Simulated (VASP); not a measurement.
Band structure of Si$_{2}$Mo (space group I4/mmm). Computed with PBE GGA with D3 dispersion (Becke-Johnson damping), VASP's PBE PAW potentials (set 64) (plane waves; VASP).

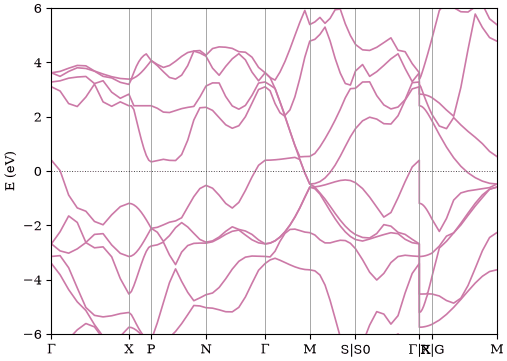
Bands along high-symmetry lines, zero at the valence-band maximum or, without a gap, the Fermi level

**Question.** Read the plot: is there a gap, and where are the band edges?

**Answer.** It has no gap at this level: it comes out as a metal or semimetal. (Edges off the drawn lines would not show.)

The structure comes from a measured Si2Mo entry (I4/mmm) of the Crystallography Open Database, whose conditions weren't checked. It was relaxed first.
